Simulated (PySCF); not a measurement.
| atom | x (Å) | y (Å) | z (Å) |
| --- | --- | --- | --- |
| C | -1.3987 | -1.2946 | -1.6012 |
| C | -0.7402 | -1.4956 | -0.2481 |
| C | -0.4279 | -0.1957 | 0.4623 |
| O | 0.3695 | 0.6752 | -0.3122 |
| C | 1.6775 | 0.2985 | -0.5193 |
| C | 2.4909 | 1.5171 | -0.8551 |
| F | 1.7510 | -0.5901 | -1.5808 |
| C | -1.5722 | 0.6170 | 1.0765 |
| C | -0.7850 | 0.4482 | 2.3775 |
| O | 0.1565 | -0.4199 | 1.7396 |
| H | -1.6490 | -2.2602 | -2.0640 |
| H | -0.7252 | -0.7536 | -2.2794 |
| H | -2.3319 | -0.7150 | -1.5136 |
| H | -1.3832 | -2.0828 | 0.4265 |
| H | 0.2006 | -2.0587 | -0.3544 |
| H | 2.0627 | -0.2384 | 0.3651 |
| H | 2.5008 | 2.2092 | -0.0022 |
| H | 3.5222 | 1.2300 | -1.1001 |
| H | 2.0419 | 2.0251 | -1.7205 |
| H | -2.5464 | 0.1117 | 1.0543 |
| H | -1.6576 | 1.6336 | 0.6748 |
| H | -1.3079 | -0.0580 | 3.2051 |
| H | -0.3092 | 1.3659 | 2.7635 |

Geometry: PBE0-D3(BJ)/def2-SVP.

These are results of PBE0/def2-SVPD, SCF density, gas phase in PySCF 2.14.0, not measurements.

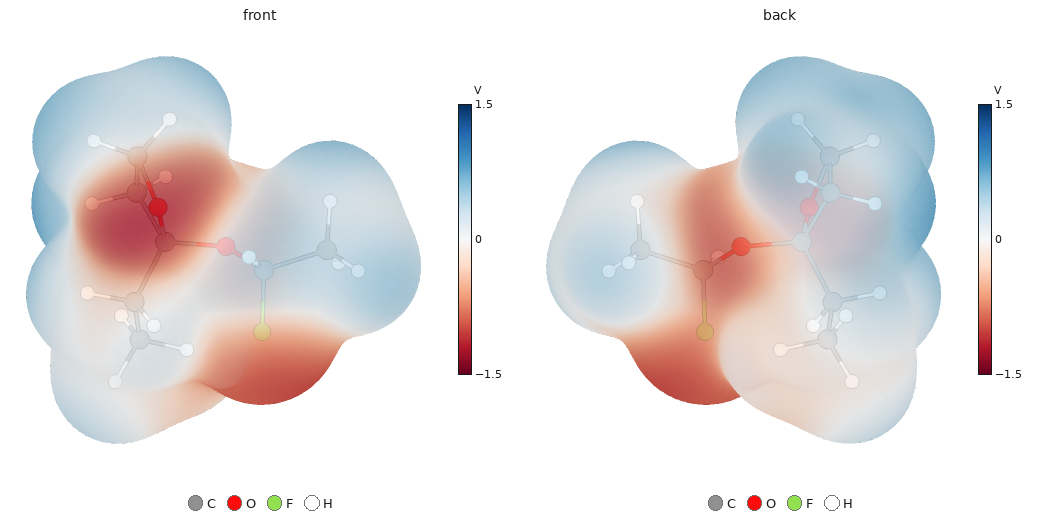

C$_{7}$H$_{13}$FO$_{2}$. The molecular electrostatic potential painted on the density surface at 0.001 e/bohr³, seen from the front and from behind; the colour scale runs from red (negative) to blue (positive).

**Where is the surface potential most negative and most positive?**

The most negative region (about −1.2 V, or −28 kcal/mol for a unit charge) lies over O10, the most positive (about +0.7 V, or +16 kcal/mol for a unit charge) over H20. O10 is the likeliest acceptor of a hydrogen bond.

**What dipole moment does the calculation give?**

Its dipole moment is 2.00 D.
